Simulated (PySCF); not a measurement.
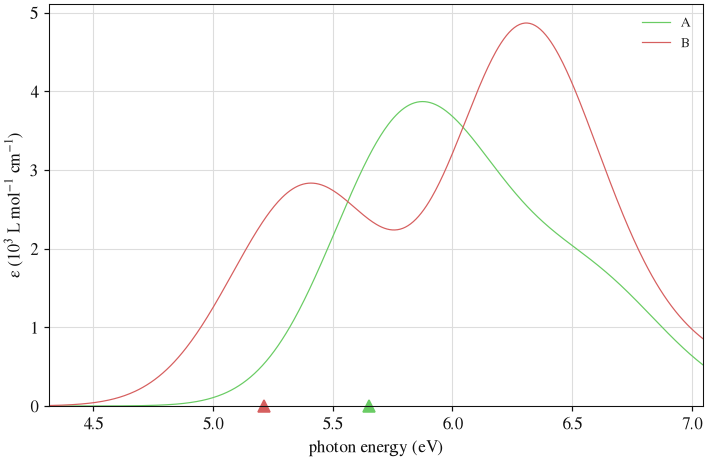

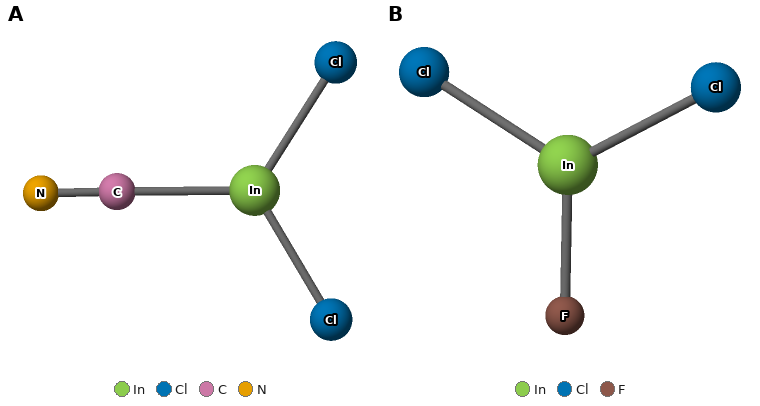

Related molecules: A is CCl₂InN (InCl2(CN)), SMILES N#[C][In]([Cl])[Cl], singlet; B is InCl₂F, SMILES [F][In]([Cl])[Cl], singlet. Vertical TDDFT absorption, ωB97X-D/def2-SVPD with PySCF 2.14.0, at a PBE0-D3(BJ)/def2-SVP geometry (no frequency check); Gaussians of 1/e half-width 0.40 eV, triangles mark S1, and the range ends where the computed states of one molecule run out.

### How does the lowest singlet move?

A: 5.65 eV (f = 0.023, mainly HOMO → LUMO (92 %)) (S2 lies within 0.06 eV, too close to order); B: 5.21 eV (f = 0.018, mainly HOMO → LUMO (96 %)) (S2 lies within 0.06 eV, too close to order). From A to B it shifts 0.44 eV to the red.

### And the brightest state of each within the range drawn?

A: S3 at 5.80 eV, f = 0.05; B: S5 at 6.27 eV, f = 0.11.

Caveats, for all or some of the runs: core orbitals are frozen in the response; effective core potentials, which hold scalar relativity, on atoms heavier than Kr; spin-orbit coupling is left out, and with In it can shift these levels and split any degenerate set.
